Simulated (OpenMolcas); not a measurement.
## Run report: ZnHCl, single-point calculation (part 2 of 2)

Continued. System: ZnHCl, SMILES [Cl][ZnH]. Method: CASPT2/def2-TZVP (OpenMolcas 26.06). The geometry comes from this level: PBE0-D4/def2-TZVP.

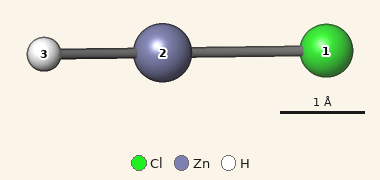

The structure (ball-and-stick view, seen at a tilt; atoms are numbered from 1 in the order of the input). Sticks mark near contacts.

**The program's output, continued**
```
         15   -1.0154    2.0000
                 3 CL1    3s     (-0.4327)   4 CL1    *s     ( 0.5763)   5 CL1    *s     ( 0.4122)   9 CL1    *px    (-0.1510)
                42 ZN2    *s     ( 0.1093)
         16   -0.8482    2.0000
                59 ZN2    3d2-   (-0.2278)  60 ZN2    *d2-   (-0.1450)  67 ZN2    3d0    ( 0.4481)  68 ZN2    *d0    ( 0.2853)
                69 ZN2    *d0    ( 0.1449)  71 ZN2    3d1+   (-0.2393)  72 ZN2    *d1+   (-0.1523)  75 ZN2    3d2+   ( 0.2992)
                76 ZN2    *d2+   ( 0.1905)
         17   -0.8482    2.0000
                59 ZN2    3d2-   ( 0.2212)  60 ZN2    *d2-   ( 0.1408)  63 ZN2    3d1-   (-0.5435)  64 ZN2    *d1-   (-0.3460)
                65 ZN2    *d1-   (-0.1757)  71 ZN2    3d1+   (-0.1818)  72 ZN2    *d1+   (-0.1158)  75 ZN2    3d2+   ( 0.1601)
                76 ZN2    *d2+   ( 0.1019)
         18   -0.8455    2.0000
                59 ZN2    3d2-   (-0.1235)  63 ZN2    3d1-   (-0.2538)  64 ZN2    *d1-   (-0.1610)  67 ZN2    3d0    ( 0.3510)
                68 ZN2    *d0    ( 0.2227)  69 ZN2    *d0    ( 0.1149)  71 ZN2    3d1+   ( 0.2598)  72 ZN2    *d1+   ( 0.1648)
                75 ZN2    3d2+   (-0.3594)  76 ZN2    *d2+   (-0.2280)  77 ZN2    *d2+   (-0.1177)
         19   -0.8455    2.0000
                59 ZN2    3d2-   ( 0.4541)  60 ZN2    *d2-   ( 0.2881)  61 ZN2    *d2-   ( 0.1487)  63 ZN2    3d1-   ( 0.1371)
                67 ZN2    3d0    ( 0.2394)  68 ZN2    *d0    ( 0.1519)  71 ZN2    3d1+   ( 0.2863)  72 ZN2    *d1+   ( 0.1816)
                75 ZN2    3d2+   ( 0.1879)  76 ZN2    *d2+   ( 0.1192)
         20   -0.8128    2.0000
                 3 CL1    3s     (-0.1184)   4 CL1    *s     ( 0.1565)   5 CL1    *s     ( 0.1185)  42 ZN2    *s     ( 0.1448)
                59 ZN2    3d2-   ( 0.2690)  60 ZN2    *d2-   ( 0.1705)  63 ZN2    3d1-   ( 0.1357)  67 ZN2    3d0    ( 0.1355)
                71 ZN2    3d1+   (-0.3855)  72 ZN2    *d1+   (-0.2443)  73 ZN2    *d1+   (-0.1276)  75 ZN2    3d2+   (-0.3345)
                76 ZN2    *d2+   (-0.2121)  77 ZN2    *d2+   (-0.1108)
         21   -0.4441    2.0000
                 9 CL1    *px    (-0.1587)  10 CL1    *px    (-0.1098)  11 CL1    2py    ( 0.1840)  13 CL1    *py    (-0.2311)
                14 CL1    *py    (-0.5026)  15 CL1    *py    (-0.3475)
         22   -0.4441    2.0000
                 8 CL1    *px    (-0.1038)   9 CL1    *px    (-0.2258)  10 CL1    *px    (-0.1561)  16 CL1    2pz    (-0.1742)
                18 CL1    *pz    ( 0.2187)  19 CL1    *pz    ( 0.4756)  20 CL1    *pz    ( 0.3289)
         23   -0.4588    1.9727
                 9 CL1    *px    (-0.1079)  40 ZN2    3s     ( 0.1030)  41 ZN2    4s     ( 0.1339)  42 ZN2    *s     (-0.3187)
                43 ZN2    *s     (-0.1347)  45 ZN2    3px    (-0.1047)  47 ZN2    *px    ( 0.1905)  86 H3     1s     (-0.1778)
                87 H3     *s     (-0.3096)  88 H3     *s     (-0.1825)
         24   -0.5588    1.9882
                 3 CL1    3s     ( 0.2129)   4 CL1    *s     (-0.3167)   5 CL1    *s     (-0.2544)   6 CL1    2px    ( 0.1278)
                 8 CL1    *px    (-0.1749)   9 CL1    *px    (-0.3812)  10 CL1    *px    (-0.2179)  14 CL1    *py    ( 0.1325)
                19 CL1    *pz    (-0.1922)  20 CL1    *pz    (-0.1099)  41 ZN2    4s     (-0.1102)  42 ZN2    *s     ( 0.2663)

         25    0.3872    0.0283
                 9 CL1    *px    (-0.1537)  40 ZN2    3s     ( 0.1375)  41 ZN2    4s     ( 0.2340)  42 ZN2    *s     (-0.7564)
                43 ZN2    *s     (-0.2334)  47 ZN2    *px    ( 0.3560)  52 ZN2    *py    (-0.1251)  57 ZN2    *pz    ( 0.1796)
                86 H3     1s     ( 0.3998)  87 H3     *s     ( 0.8599)  88 H3     *s     (-0.1371)
         26    0.6808    0.0108
                 4 CL1    *s     ( 0.1542)   5 CL1    *s     (-0.2142)   8 CL1    *px    ( 0.2497)   9 CL1    *px    ( 0.2815)
                10 CL1    *px    (-0.2955)  15 CL1    *py    ( 0.1028)  18 CL1    *pz    ( 0.1259)  19 CL1    *pz    ( 0.1420)
                20 CL1    *pz    (-0.1490)  21 CL1    *d2-   (-0.2171)  22 CL1    *d2-   (-0.1556)  23 CL1    *d1-   (-0.1095)
                25 CL1    *d0    (-0.1103)  27 CL1    *d1+   ( 0.3144)  28 CL1    *d1+   ( 0.2254)  29 CL1    *d2+   ( 0.2739)
                30 CL1    *d2+   ( 0.1964)  43 ZN2    *s     (-0.1887)  45 ZN2    3px    (-0.1264)  47 ZN2    *px    ( 0.3643)
                52 ZN2    *py    (-0.1288)  57 ZN2    *pz    ( 0.1839)  86 H3     1s     ( 0.1533)  87 H3     *s     ( 0.3249)
                88 H3     *s     (-0.1363)
         27    0.0611    0.0000
                10 CL1    *px    (-0.1143)  20 CL1    *pz    ( 0.2419)  48 ZN2    *px    ( 0.4048)  57 ZN2    *pz    (-0.1513)
                58 ZN2    *pz    (-0.8570)
         28    0.0611    0.0000
                15 CL1    *py    (-0.2551)  48 ZN2    *px    ( 0.2905)  52 ZN2    *py    ( 0.1594)  53 ZN2    *py    ( 0.9040)

         29    0.1382    0.0000
                 3 CL1    3s     ( 0.1044)   5 CL1    *s     (-0.5876)  42 ZN2    *s     ( 0.1318)  43 ZN2    *s     (-0.5238)
                47 ZN2    *px    (-0.1373)  48 ZN2    *px    ( 1.5884)  53 ZN2    *py    (-0.5592)  58 ZN2    *pz    ( 0.8015)
                62 ZN2    *d2-   ( 0.1114)  74 ZN2    *d1+   (-0.1597)  78 ZN2    *d2+   (-0.1386)  88 H3     *s     ( 1.1800)

--

      Von Neumann Entropy (Root   1) =  0.15568

      Mulliken population analysis for root number:  1
      -----------------------------------------------

++    Molecular charges:
      ------------------

      Mulliken charges per centre and basis function type
      ---------------------------------------------------

                CL1     ZN2     H3
      1s       2.0118  1.9997  0.2292
      2s       0.4458  2.0004  0.0000
      2px      1.3923  1.9960  0.0000
      2pz      1.3958  1.9959  0.0000
      2py      1.3964  1.9959  0.0000
      3s       1.5167  1.1827  0.0000
      3px      0.5654  1.6019  0.0000
      3pz      0.5631  1.5898  0.0000
      3py      0.5627  1.5877  0.0000
      4s       0.0000  0.7961  0.0000
      3d2+     0.0000  1.0898  0.0000
      3d1+     0.0000  1.0875  0.0000
      3d0      0.0000  1.0957  0.0000
      3d1-     0.0000  1.0954  0.0000
      3d2-     0.0000  1.0924  0.0000
      *s       1.9601  0.8660  0.8665
      *px      1.7713  0.7357  0.0038
      *pz      1.9172  0.5364  0.0013
      *py      1.9428  0.5014  0.0009
      *d2+     0.0075  0.9194  0.0000
      *d1+     0.0091  0.9215  0.0000
      *d0      0.0030  0.9129  0.0000
      *d1-     0.0019  0.9086  0.0000
      *d2-     0.0061  0.9189  0.0000
      *f3+     0.0002  0.0000  0.0000
      *f2+     0.0003  0.0000  0.0000
      *f1+     0.0002  0.0000  0.0000
      *f0      0.0002  0.0000  0.0000
      *f1-     0.0000  0.0000  0.0000
      *f2-     0.0003  0.0000  0.0000
      *f3-     0.0003  0.0000  0.0000
      Total   17.4708 29.4276  1.1017

      N-E     -0.4708  0.5724 -0.1017

      Total electronic charge=   48.000000

      Total            charge=   -0.000000
--

      Expectation values of various properties for root number:  1
      -----------------------------------------------------------

++    Molecular properties:
      ---------------------

      Charge (e):
                      =   -0.0000
      Dipole Moment (debye):
      Origin of the operator (angstrom)=    0.4447   -0.1795    0.2219
                   X= -1.6509E+00               Y=  5.7953E-01               Z= -8.3311E-01           Total=  1.9379E+00
      Quadrupole Moment (debye*angstrom):
      Origin of the operator (angstrom)=    0.4447   -0.1795    0.2219
                  XX= -3.1954E+01              XY=  1.9540E+00              XZ= -2.8009E+00              YY= -2.7091E+01
                  YZ=  9.8600E-01              ZZ= -2.7817E+01
      In traceless form (debye*angstrom)
                  XX= -4.5001E+00              XY=  2.9310E+00              XZ= -4.2014E+00              YY=  2.7942E+00
                  YZ=  1.4790E+00              ZZ=  1.7059E+00
--

      Average orbitals are written to the RASORB file
      Natural orbitals for root   1 are written to the RASORB.1 file
      Spin density orbitals for root   1 are written to the SPDORB.1 file

--- Stop Module: rasscf /rc=_RC_ALL_IS_WELL_ ---
--- Module rasscf spent 2 seconds ---

--- Start Module: caspt2 ---

                                              &CASPT2

                       available to each process: 1.9 GB of memory, 1 thread

++    Wave function specifications:
      -----------------------------

      Number of closed shell electrons          22
      Number of electrons in active shells       4
      Max number of holes in RAS1 space          0
      Max number of electrons in RAS3 space      0
      Number of inactive orbitals               11
      Number of active orbitals                  4
      Number of secondary orbitals              65
      Spin quantum number                      0.0
      State symmetry                             1
      Number of CSFs                            20
      Number of CASSCF root(s) available         1
      CASPT2 state passed to geometry opt.       1
      A file JOBMIX will be created
      This is a CASSCF or RASSCF reference function
--

++    Orbital specifications:
      -----------------------

      Symmetry species                           1
                                                 a
      Frozen orbitals                           11
      Inactive orbitals                         11
      Active orbitals                            4
      Secondary orbitals                        65
      Deleted orbitals                           0
      Number of basis functions                 91
--

++    CASPT2 specifications:
      ----------------------

      Type of calculation                        SS-CASPT2
      Fock operator                              state-specific
      IPEA shift                                 0.25
      Real shift                                 0.00
      Imaginary shift                            0.00
      The input orbitals will be transformed to quasi-canonical
--

--------------------------------------------------------------------------------
 Estimated memory requirements:
  POLY3 :                   250840
  RHS:                      558740
  SIGMA :                   627520
  PRPCTL:                        0
 Available workspace:    232483931

++ CASPT2 computation for group   1

********************************************************************************
 Multi-State initialization phase begins for group   1
--------------------------------------------------------------------------------
********************************************************************************
 Compute H0 matrices for state    1
--------------------------------------------------------------------------------
--------------------------------------------------------------------------------
 H0 matrices have been computed.

********************************************************************************
  CASPT2 EQUATION SOLUTION
--------------------------------------------------------------------------------

  Total nr of CASPT2 parameters:
   Before reduction:      535994
   After  reduction:      531935

 Variance of |WF0>:       6.7048591798

 The contributions to the second order correlation energy in atomic units.
-----------------------------------------------------------------------------------------------------------------------------
  IT.      VJTU        VJTI        ATVX        AIVX        VJAI        BVAT        BJAT        BJAI        TOTAL       RNORM
-----------------------------------------------------------------------------------------------------------------------------
   1    -0.000157   -0.001281   -0.000459   -0.024134   -0.028959   -0.023859   -0.071915   -0.627770   -0.778534    0.014234
   2    -0.000167   -0.001365   -0.000478   -0.024902   -0.029368   -0.024041   -0.072187   -0.628079   -0.780587    0.002598
   3    -0.000168   -0.001365   -0.000480   -0.024908   -0.029353   -0.024041   -0.072177   -0.628041   -0.780533    0.000538
   4    -0.000168   -0.001368   -0.000480   -0.024897   -0.029338   -0.024034   -0.072164   -0.628028   -0.780477    0.000110
   5    -0.000168   -0.001368   -0.000480   -0.024897   -0.029338   -0.024034   -0.072164   -0.628030   -0.780480    0.000023
   6    -0.000168   -0.001368   -0.000480   -0.024897   -0.029339   -0.024035   -0.072165   -0.628030   -0.780482    0.000005
   7    -0.000168   -0.001368   -0.000480   -0.024897   -0.029339   -0.024035   -0.072165   -0.628030   -0.780482    0.000001
-----------------------------------------------------------------------------------------------------------------------------

  FINAL CASPT2 RESULT:

      Reference energy:       -2237.9689044970
      E2 (Non-variational):      -0.7804815060
      E2 (Variational):          -0.7804815121
      Total energy:           -2238.7493860091
      Residual norm:              0.0000002040
      Reference weight:           0.86855

      Contributions to the CASPT2 correlation energy
      Active & Virtual Only:         -0.0245147889
      One Inactive Excited:          -0.0972303073
      Two Inactive Excited:          -0.6587364098

++ Denominators, etc.
--------------------------------------------------------------------------------------------------------------
 Report on small energy denominators, large coefficients, and large energy contributions.
CASE  SYMM ACTIVE-MIX  NON-ACTIVE INDICES          DENOMINATOR     RHS VALUE       COEFFICIENT     CONTRIBUTION
AIVX     1  Mu1.0008  In1.022 Se1.045               2.47200838      0.08367403     -0.03463714     -0.00289823
AIVX     1  Mu1.0008  In1.021 Se1.046               2.47201089      0.08367269     -0.03463653     -0.00289813
VJAIP    1  Mu1.0002  Se1.042 In1.022 In1.021       2.24613151      0.05589633     -0.02553802     -0.00142748
BJAIP    1  Se1.040 In1.021 Se1.040 In1.021         1.99026684      0.04982059     -0.02503212     -0.00124712
BJAIP    1  Se1.041 In1.021 Se1.041 In1.021         2.24541473      0.07217835     -0.03214523     -0.00232019
BJAIP    1  Se1.042 In1.021 Se1.042 In1.021         2.24541473      0.07217959     -0.03214534     -0.00232024
BJAIP    1  Se1.039 In1.022 Se1.039 In1.022         1.99026597      0.04982089     -0.02503228     -0.00124713
BJAIP    1  Se1.041 In1.022 Se1.041 In1.022         2.24541388      0.07218133     -0.03214567     -0.00232032
BJAIP    1  Se1.042 In1.022 Se1.042 In1.022         2.24541388      0.07218010     -0.03214556     -0.00232027
BJAIM    1  Se1.048 In1.016 Se1.048 In1.017         4.47721108     -0.13009860      0.02905795     -0.00378040
BJAIM    1  Se1.081 In1.016 Se1.081 In1.017        15.72269605      0.37828494     -0.02405980     -0.00910146
BJAIM    1  Se1.039 In1.021 Se1.039 In1.022         1.99026640     -0.05767371      0.02897789     -0.00167126
BJAIM    1  Se1.041 In1.021 Se1.041 In1.022         2.24541431     -0.14141264      0.06297843     -0.00890595
--

   (Skipping property calculation,
    use PROP keyword to activate)
--

  Total CASPT2 energies:
::    CASPT2 Root  1     Total energy:  -2238.74938601

  A NEW JOBIPH FILE NAMED 'JOBMIX' IS PREPARED.
********************************************************************************
--- Stop Module: caspt2 /rc=_RC_ALL_IS_WELL_ ---
--- Module caspt2 spent 1 second ---

.##################.
.# Happy landing! #.
.##################.

    Timing: Wall=6.22 User=5.51 System=0.70
```

This output came from the following input.

**Input**
```
* ClHZn CASPT2

&GATEWAY
 Coord
 coord.xyz
 Basis
 def2-TZVP
 Group
 NoSym
 RICD

&SEWARD

&RASSCF
 FileOrb
 $CurrDir/step2.RasOrb
 Spin
 1
 Nactel
 4 0 0
 Inactive
 22
 Ras2
 4
 OrbListing
 NoCore
 OrbAppear
 Compact
 PRWF
 0.2

&CASPT2
```

**File coord.xyz**
```
3

Cl     1.621600    -0.593300     0.815700
Zn    -0.168900     0.036300    -0.087800
H     -1.463600     0.492300    -0.741100
```

Launched with:
```bash
export MOLCAS_MEM=1860
pymolcas step8.input > step8.log
```

**Results in brief**

| quantity | value |
| --- | --- |
| outcome | converged |
| total energy | −2238.749386 hartree |
| CASSCF energy | −2237.968905 hartree |
| basis functions | 91 |
| hardware | 1 thread of Arm Neoverse V1, 24 GiB of memory available, shared host |
| wall time | 6.6 s |
| peak memory | 0.083 GiB |

**Notes**

Settings chosen away from the usual ones: prwf set to 0.2 (from default).
